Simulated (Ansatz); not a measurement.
# ZrTeSe monolayer, Janus: phonons and vibrational spectra

Wanted: vibrations and spectra of ZrTeSe monolayer, Janus; the cell is already relaxed. After the zone centre comes a 3×3×1 q mesh on a 12×12×1 k mesh.

Method: DFT PBE, scalar-relativistic, plane waves, PAW, in Ansatz 0.2.0.

**1. Set-up**

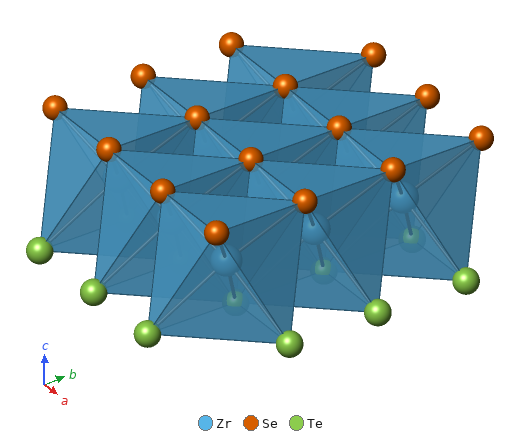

The starting structure, seen slightly off an axis (zirconium blue, selenium orange, tellurium green). 2×2×1 cells are drawn. Some periodic images of atoms are drawn too.

The cell holds 3 atoms: 1 Zr, 1 Se and 1 Te. Cell: a = 3.890 Å, b = 3.890 Å, c = 30.000 Å, α = 90.0°, β = 90.0°, γ = 120.0°. Vacuum lies along c.

**2. Modes at Γ**

The cell comes from relaxations at this level that are not shown. The zone centre comes first: it holds the modes that light can see, as far as symmetry allows. No field response is asked, since the mesh shows no gap.

File input.yaml:

```yaml
crystal:
  lattice:
    - [3.8904853161, 0.0, 0.0]
    - [-1.945242658, 3.3692591168, 0.0]
    - [0.0, 0.0, 30.0]
  atoms:
    - { symbol: Zr, position: [0.0, 0.0, 0.3367333867] }
    - { symbol: Se, position: [0.3333333333, 0.6666666667, 0.3860326785] }
    - { symbol: Te, position: [0.6666666667, 0.3333333333, 0.2739006014] }
  periodic: [true, true, false]
kpoints:
  mp_grid: { grid: [12, 12, 1] }
hamiltonian:
  xc: pbe
scf:
  occupations: { method: methfessel_paxton, width: 0.15 }
output:
  eigenvalues: true
phonons:
  method: dfpt
```

Run with:

```
> ansatz run input.yaml --threads 8 --pin off --max-ram 14336MiB --backend cpu --events-out ev --progress --plain --runs-dir out
```

Numbers of over 12 decimals in the logs are rounded to 6 here.

The log of the run:

```text
Engine: ansatz 0.2.0, aarch64-unknown-linux-gnu
Pseudopotentials: kind: paw
Pseudopotential: Zr, paw, valence charge 12, recommended cutoff 420 eV (normal), Zr.paw.azcp
Pseudopotential: Se, paw, valence charge 16, recommended cutoff 420 eV (normal), Se.paw.azcp
Pseudopotential: Te, paw, valence charge 16, recommended cutoff 420 eV (normal), Te.paw.azcp
Functional definition: PBE
  parameter kappa = 0.804
  parameter beta = 0.066725
  exchange = pbe_x(kappa = kappa, mu = beta*pi^2/3)
  correlation = pbe_c(beta = beta)
Crystal: 3 atoms, lattice volume = 393.242 Å³
Basis set: ecut = 420 eV, 7805 PW (Γ), exchange–correlation on 54×54×432 points (8 copies of the dense FFT grid, shifted against one another)
Bands: 27, of which v1, the nominal top of the filled ones, is band 22 counted from 1 (21 counted from 0)
Symmetry: 6 space group operations
k-points: 43 of 144 (irreducible under 2 space group operations, time reversal used)
Non-local potential: Zr, projectors of the file, l = 0: 3, l = 1: 2, l = 2: 2, l = 3: 2
Non-local potential: Se, projectors of the file, l = 0: 2, l = 1: 2, l = 2: 3, l = 3: 1
Non-local potential: Te, projectors of the file, l = 0: 2, l = 1: 2, l = 2: 2, l = 3: 2
PAW form: soft (Blöchl's): semilocal exchange-correlation on the pseudo side does not see the compensation charge
PAW one-centre angular grid: Zr, 590 points (default); XC on 64 Gauss nodes
PAW one-centre angular grid: Se, 590 points (default); XC on 64 Gauss nodes
PAW one-centre angular grid: Te, 590 points (default); XC on 64 Gauss nodes
Initial density: superposition of atomic densities (neutral atoms: chi_scale 0, normalization atom), corrected by the library's trained network
Initial wavefunctions: pseudopotential atomic-orbital guess
Functional: x = pbe(κ = 0.804, μ = 0.219515), c = pbe(β = 0.066725)
SCF iter   1: F=—  HF=-16636.243959 eV  |F-HF|=—  |Δ(HF+E_count)|=         —  Δρ=1.36e-3  dr2=9.01e-2  ethr=1.77e-3  ⟨swp⟩=10.5  Hψ=6953  notcnv=0
preconditioner: auto → LDOS  [insulator: Δε(μ)=0.239 eV  Ē_g=7.233 eV  σ=0.150 eV  W_gap=0.68  n_scr=36 (ndim 8)  ℏωp=7.5 eV  f_vac=0.759  D(μ)=0.57/eV (n_scr^D=4)  ε∞_Penn≈2.1  β→1.0]
SCF iter   2: F=—  HF=-16636.303241 eV  |F-HF|=—  |Δ(HF+E_count)|=   5.93e-2  S|Δr|=    0.00e0  Δρ=3.60e-3  dr2=7.67e-1  ethr=2.05e-4  ⟨swp⟩=3.9  Hψ=2862  notcnv=0  defer=8  recentre
SCF iter   3: F=—  HF=-16636.237357 eV  |F-HF|=—  |Δ(HF+E_count)|=   6.59e-2  S|Δr|=    0.00e0  Δρ=5.34e-4  dr2=8.47e-3  ethr=2.05e-4  ⟨swp⟩=2.8  Hψ=1687  notcnv=0  defer=8
SCF iter   4: F=—  HF=-16636.237831 eV  |F-HF|=—  |Δ(HF+E_count)|=   4.74e-4  S|Δr|=    0.00e0  Δρ=3.31e-4  dr2=6.96e-4  ethr=1.93e-5  ⟨swp⟩=2.2  Hψ=2141  notcnv=0
SCF iter   5: F=—  HF=-16636.237695 eV  |F-HF|=—  |Δ(HF+E_count)|=   1.36e-4  S|Δr|=    0.00e0  Δρ=1.23e-4  dr2=7.33e-5  ethr=1.58e-6  ⟨swp⟩=2.6  Hψ=1938  notcnv=0
SCF iter   6: F=—  HF=-16636.237701 eV  |F-HF|=—  |Δ(HF+E_count)|=   5.67e-6  S|Δr|=    0.00e0  Δρ=4.57e-5  dr2=1.54e-5  ethr=1.67e-7  ⟨swp⟩=2.9  Hψ=2279  notcnv=0
SCF iter   7: F=—  HF=-16636.237698 eV  |F-HF|=—  |Δ(HF+E_count)|=   2.35e-6  S|Δr|=    0.00e0  Δρ=1.99e-5  dr2=2.92e-6  ethr=3.51e-8  ⟨swp⟩=3.3  Hψ=2581  notcnv=0
SCF iter   8: F=—  HF=-16636.237777 eV  |F-HF|=—  |Δ(HF+E_count)|=   7.85e-5  S|Δr|=    0.00e0  Δρ=5.47e-6  dr2=3.05e-7  ethr=6.64e-9  ⟨swp⟩=2.9  Hψ=2175  notcnv=0
SCF iter   9: F=—  HF=-16636.237777 eV  |F-HF|=—  |Δ(HF+E_count)|=   1.76e-8  S|Δr|=    0.00e0  Δρ=2.20e-6  dr2=2.41e-8  ethr=6.94e-10  ⟨swp⟩=3.4  Hψ=2048  notcnv=0
SCF iter  10: F=—  HF=-16636.237777 eV  |F-HF|=—  |Δ(HF+E_count)|=   2.90e-9  S|Δr|=    0.00e0  Δρ=5.01e-7  dr2=1.50e-9  ethr=5.49e-11  ⟨swp⟩=2.8  Hψ=2106  notcnv=0
SCF iter  11: F=—  HF=-16636.237777 eV  |F-HF|=—  |Δ(HF+E_count)|=   2.46e-9  S|Δr|=    0.00e0  Δρ=9.59e-8  dr2=1.80e-10  ethr=3.40e-12  ⟨swp⟩=3.0  Hψ=2426  notcnv=0
SCF iter  12: F=—  HF=-16636.237777 eV  |F-HF|=—  |Δ(HF+E_count)|=  2.58e-10  S|Δr|=    0.00e0  Δρ=4.17e-8  dr2=1.76e-11  ethr=1.00e-12  ⟨swp⟩=2.3  Hψ=1522  notcnv=0
SCF iter  13: F=-16636.237777 eV  HF=-16636.237777 eV  |F-HF|=1.27e-10  |Δ(HF+E_count)|=  2.98e-10  S|Δr|=    0.00e0  Δρ=1.40e-8  dr2=1.71e-12  ethr=1.00e-12  ⟨swp⟩=13.3  Hψ=7408  notcnv=0
SCF 1 converged in 13 iterations: F = -16636.237777 eV  dr2 = 1.71e-12
  greatest PAW one-centre occupation: 1.000 electrons in one spin orbital (limit 2), on the Se atom at site 1 (counted from 0), in its partial waves of l = 2
DFPT response loops at Γ: preconditioner auto → none (partly filled bands, converged f_vac=0.759); β = 0.50; Broyden in place of MSR1
SCF converged after 13 iterations
Stability not checked: this state was not tested for a lower state beside it, because cold or Methfessel-Paxton smearing, or corrected tetrahedra, fill the levels in a way that the test cannot read (fill_not_monotonic; see scf.lower_state_search)
Free energy (F): -16636.237777 eV
Harris-Foulkes:  -16636.237777 eV  (|F-HF|=1.27e-10)
Internal energy: -16636.238080 eV  (E = F + TS)
E sigma→0 (E₀):  -16636.237853 eV
Entropy (-TS):   0.000303 eV (0.101 meV/atom)
Fermi energy:    -4.900146 eV
Step filling:    the computed levels leave a gap of 0.0000 eV = 0.0 smearing widths at the electron count; against every level under it full and every level over it empty, smearing changes F+E_penalty+E_count by -0.504 meV and its σ→0 estimate by -0.580 meV
--- Per-component energies (eV) ---
  E_band       = -1398.429345
  E_kinetic    = 630.738779
  E_local      = -81295.962452  (includes V_loc(G=0)·N_el)
  E_nonlocal   = -827.391026
  E_hartree    = 40364.067209
  E_xc         = -390.291489
  E_vxc        = -393.302765  (∫ρ·V_xc dr)
  E_paw        = -9527.151930  (= ΣΔE_a)
  E_vpaw       = -240.645582  (= ΣTr[D̂ρ^β])
  E_aug_tail   = -0.000750  (compensation charges beyond the density's cutoff)
  E_ewald      = 34409.753578
  E_smearing   = 0.000303  (= −TS)
  E_closure    = -0.000000  (closes the sum)
  Σ components = -16636.237777   (vs F -16636.237777, Δ=0.00e0)
--- Band table (eV; the first three rows and the last of 43) ---
  k-point 0: bands = [... 18 lower, -7.7174, -6.5104, -4.7035, -4.7035, -4.2688, -4.2688, -3.7576, -1.1575, ... 1 higher]
  k-point 1: bands = [... 18 lower, -7.6953, -6.3447, -5.4013, -5.0647, -4.1638, -3.8944, -3.5372, -1.4996, ... 1 higher]
  k-point 2: bands = [... 18 lower, -7.6478, -6.5504, -6.0426, -5.4879, -4.2935, -3.4525, -3.2594, -1.9248, ... 1 higher]
  k-point 42: bands = [... 18 lower, -8.0068, -7.5759, -7.2658, -6.6843, -3.8484, -3.3475, -2.7461, -1.8124, ... 1 higher]
--- Phonons (Γ-DFPT): 6 representative perturbations + reference, on 43 of 144 k-points (Σ response iterations 27) ---
  k mesh reduced under 2 symmetry operations, with k and −k counted as one. Each operation leaves every solved perturbation unchanged. A smaller set is not used because it would not reduce the number of displacements times k-points to solve
  ASR residual: 5.235e-5 → 0.000e0 eV/Å²; symmetrization residual: 5.247e-5 eV/Å²
  ASR residual per site (eV/Å²): 4.19e-5 1.06e-5 5.24e-5
  Γ frequencies (cm⁻¹): 0.00 0.00 0.00 93.27 93.27 141.73 141.73 155.40 236.10
  non-analytic LO–TO correction: not included (Born effective charges unavailable; polar crystals: no LO–TO splitting at Γ)
```

Elapsed: 48 s, on 8 threads of Arm Neoverse V2, shared host; peak memory 2.3 GiB; 5.9 min of CPU time.

This step gave:

```
gap on the k-mesh                                       : 0 eV
sum-rule residual before enforcement                    : 5.24e-5 eV/Å²
point group                                             : 3m
area per atom                                           : 4.369 Å²
highest optical mode at the zone centre (no LO-TO term) : 236.1 cm⁻¹
lowest optical zone-centre mode                         : 93.27 cm⁻¹
```

Patterns of degenerate modes are one choice out of their space. The modes at Γ (shares of kinetic energy by element, %):

```csv
mode,frequency (cm⁻¹),symmetry,Zr %,Se %,Te %
1,0.0,acoustic,31,27,43
2,0.0,acoustic,31,27,43
3,0.0,acoustic,31,27,43
4,93.3,E,36,9,55
5,93.3,E,36,9,55
6,141.7,E,34,64,2
7,141.7,E,34,64,2
8,155.4,A1,2,50,47
9,236.1,A1,67,23,10
```

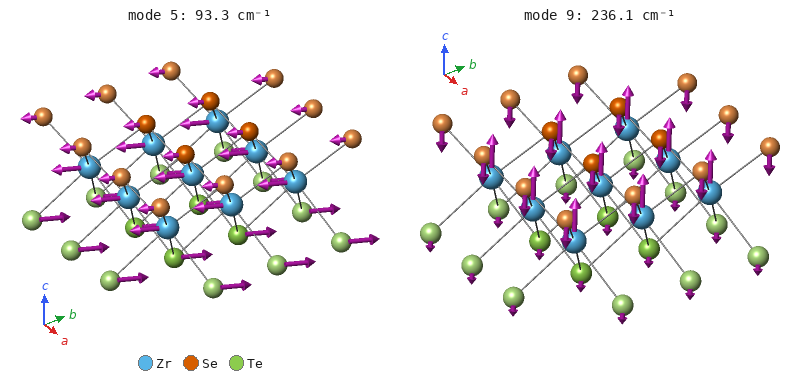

Displacement patterns of modes 5 and 9 at Γ; arrows are exaggerated. 2×2×1 cells are drawn. Some periodic images of atoms are drawn too.

Before it was imposed, the acoustic sum rule was missed by 5.2e-5 eV/Å². Small misses are needed for a sound result but don't prove that mesh and cutoff are converged. The lowest optical mode is real, 93.3 cm⁻¹.

**3. Phonons on a q mesh**

Stability and thermal properties need the whole zone. Linear response on a 3×3×1 q mesh gives force constants as far as a supercell of that size would.

Changes to input.yaml since step 2:

```diff
@@ -20 +20,10 @@
   method: dfpt
+  qmesh: [3, 3, 1]
+  temperatures: { t_max: 1000, t_step: 50 }
+  qpath:
+    path:
+      - [0.0, 0.0, 0.0]
+      - [0.5, 0.0, 0.0]
+      - [0.33333333, 0.33333333, 0.0]
+      - [0.0, 0.0, 0.0]
+    npoints: 10
```

The log of the run:

```text
[...]
Crystal: 3 atoms, lattice volume = 393.242 Å³
Basis set: ecut = 420 eV, 7805 PW (Γ), exchange–correlation on 54×54×432 points (8 copies of the dense FFT grid, shifted against one another)
Bands: 27, of which v1, the nominal top of the filled ones, is band 22 counted from 1 (21 counted from 0)
Symmetry: 6 space group operations
k-points: 19 of 144 (time reversal used)
[...]
SCF iter   1: F=—  HF=-16636.244549 eV  |F-HF|=—  |Δ(HF+E_count)|=         —  Δρ=1.36e-3  dr2=8.81e-2  ethr=1.77e-3  ⟨swp⟩=10.6  Hψ=3053  notcnv=0
[...]
SCF iter  13: F=-16636.237777 eV  HF=-16636.237777 eV  |F-HF|=0.00e0  |Δ(HF+E_count)|=  1.02e-10  S|Δr|=    0.00e0  Δρ=1.28e-8  dr2=1.22e-12  ethr=1.00e-12  ⟨swp⟩=7.1  Hψ=2331  notcnv=0
SCF 1 converged in 13 iterations: F = -16636.237777 eV  dr2 = 1.22e-12
[...]
phonons: the bands overlap, so this run is a metal and interpolates without the dipole-dipole term. If the crystal is really an insulator or semiconductor, its LO-TO splitting is missing
NSCF: frozen V_eff on 19 k-points
[...]
DFPT response loops at q = (0, 0, 0) (fractional): preconditioner auto → none (partly filled bands, converged f_vac=0.759); β = 0.50; Broyden in place of MSR1
[...]
SCF converged after 13 iterations
[...]
Free energy (F): -16636.237777 eV
[...]
Internal energy: -16636.238080 eV  (E = F + TS)
E sigma→0 (E₀):  -16636.237853 eV
Entropy (-TS):   0.000303 eV (0.101 meV/atom)
Fermi energy:    -4.900146 eV
[...]
--- Band table (eV; the first three rows and the last of 19) ---
  k-point 0: bands = [... 18 lower, -7.7174, -6.5104, -4.7035, -4.7035, -4.2688, -4.2688, -3.7576, -1.1575, ... 1 higher]
  k-point 1: bands = [... 18 lower, -7.6953, -6.3447, -5.4013, -5.0647, -4.1638, -3.8944, -3.5372, -1.4996, ... 1 higher]
  k-point 2: bands = [... 18 lower, -7.6478, -6.5504, -6.0426, -5.4879, -4.2935, -3.4525, -3.2594, -1.9248, ... 1 higher]
  k-point 18: bands = [... 18 lower, -8.4647, -7.4167, -7.3578, -7.1088, -3.5273, -3.2424, -3.0671, -1.5592, ... 1 higher]
--- Phonons (Γ-DFPT): 6 representative perturbations + reference (Σ response iterations 27) ---
  ASR residual: 7.348e-5 → 0.000e0 eV/Å²; symmetrization residual: 4.001e-5 eV/Å²
  ASR residual per site (eV/Å²): 7.35e-5 2.45e-5 6.97e-5
  Γ frequencies (cm⁻¹): 0.00 0.00 0.00 93.27 93.27 141.73 141.73 155.40 236.10
--- Phonons (arbitrary-q DFPT): 3 irreducible q on the 3×3×1 mesh ---
  q = [0.0000, 0.0000, 0.0000] (star 1, of the zone-centre solve; hermiticity 6.29e-6, symmetrization 7.28e-11): -0.00 -0.00 0.00 93.27 93.27 141.73 141.73 155.40 236.10
  q = [0.0000, 0.3333, 0.0000] (star 6, 9 solved perturbations on 78 of 144 k-point pairs; hermiticity 7.83e-6, symmetrization 1.49e-9): 46.69 65.14 84.34 97.88 130.45 136.88 151.64 179.53 222.51
  q = [0.3333, 0.3333, 0.0000] (star 2, 6 solved perturbations in 327 linear systems a pass and spin channel, the states on 78 of 144 k-point pairs; hermiticity 3.96e-6, symmetrization 2.74e-6): 60.70 98.77 105.13 120.36 132.03 140.90 171.13 186.87 207.04
  sum rule: each row above includes the acoustic sum rule's correction from the zone centre's row sums; it moved no ω² by more than (0.47 cm⁻¹)²
  mesh force constants: q→R imaginary residual 0.00e0; ASR residual 7.348e-5 → 0.000e0 eV/Å²; symmetrization residual 7.105e-15 eV/Å²
  interpolated dispersion: 31 rows × 9 modes
  density of states and harmonic sums: on the 18×18×1 q-mesh, interpolated from the force constants of a 3×3×1 supercell (no non-analytic term)
  largest difference from the sums on the solved wave vectors: F 1.00e-1 eV, S 1.27e-4 and C_V 2.63e-5 eV/K
  zero-point energy: 0.069162 eV/cell   skipped modes (ω ≤ 0): 4, of them read as no rigid motion or as one in doubt: 1 (1.852e-2 modes/cell left out, lowest -3.31 cm⁻¹)   left out of the sums: 3.09e-3 of the cell's modes: C_V's classical limit lies that fraction below 3 k_B per atom; for a crystal, a wire or a layer, F and S can be off by more, and a phonons.interpolated_qmesh denser along its periods is the remedy for the sampling
```

Wall time 3.3 min (8 threads); peak memory 2.8 GiB.

Numbers from this step:

```yaml
sum_rule_residual_before_enforcement: 7.35e-5 eV/Å²
lowest_frequency_on_the_path: -3.617 cm⁻¹
highest_frequency_on_the_path_or_at_a_solved_wavevector: 236.1 cm⁻¹
lowest_mode_on_the_q_mesh_acoustic_modes_at_gamma_apart: 46.69 cm⁻¹
```

Frequencies (cm⁻¹) solved at each irreducible wavevector; negative means imaginary. Frequencies by wavevector, by row:

```csv
q in reciprocal lattice units,star,mode 1,mode 2,mode 3,mode 4,mode 5,mode 6,mode 7,mode 8,mode 9
0 0 0,1,0,0,0,93.3,93.3,141.7,141.7,155.4,236.1
0 0.3333 0,6,46.7,65.1,84.3,97.9,130.4,136.9,151.6,179.5,222.5
0.3333 0.3333 0,2,60.7,98.8,105.1,120.4,132,140.9,171.1,186.9,207
```

Interpolated from a 3×3×1 q mesh. Phonon branches along the path, in cm⁻¹:

```csv
point,branch 1,branch 2,branch 3,branch 4,branch 5,branch 6,branch 7,branch 8,branch 9
Γ,0,0,0,93,93,142,142,155,236
M,60,78,84,111,135,136,149,176,235
K,61,99,105,120,132,141,171,187,207
Γ,0,0,0,93,93,142,142,155,236
```

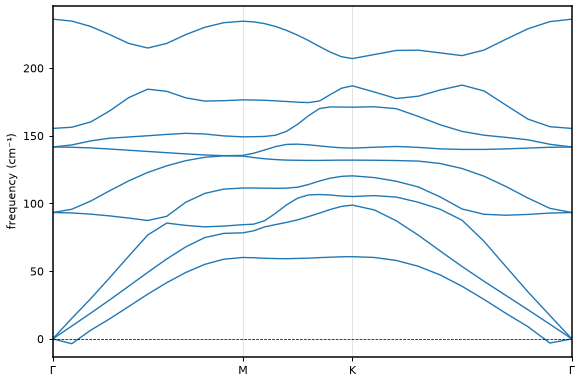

Phonon branches along the path.

The phonon density of states has structure finer than the step of the table below, so its rows give means over 10 cm⁻¹, whole bins alone (the curve runs from -3 to 237 cm⁻¹). Peaks (cm⁻¹: height): 59.0: 0.116, 91.0: 0.118, 111.0: 0.0925, 131.0: 0.168, 139.0: 0.175, 151.0: 0.111, 175.0: 0.141.

Tetrahedra on a 18×18×1 mesh, mean over bins of 2 cm-1. Interpolated from a 3×3×1 q mesh. Table of phonon density of states by wavenumber; means over each step:

```csv
wavenumber (cm⁻¹),phonon density of states (1/cm⁻¹/cell)
10,0.00770
20,0.0130
30,0.0181
40,0.0246
50,0.0370
60,0.0539
70,0.0207
80,0.0418
90,0.0785
100,0.0482
110,0.0556
120,0.0249
130,0.0715
140,0.103
150,0.0607
160,0.0291
170,0.0336
180,0.0672
190,0.00707
200,0
210,0.0274
220,0.0436
230,0.0282
```

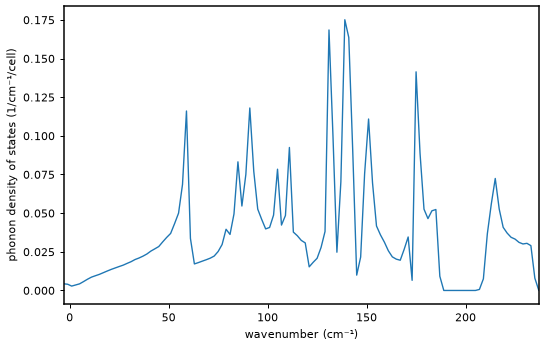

Phonon density of states, plotted against wavenumber.

(Part 1 of 2 ends here.)

[Logs are printed without paths, hosts, clocks, repeated set-up lines and the standing remarks that a program may print on its own settings, such as how far it seeks lower states.]

[Hosts, paths, dates, database ids (printed as entryN), source tags and the programs' standing remarks are cut or masked in the printed files.]
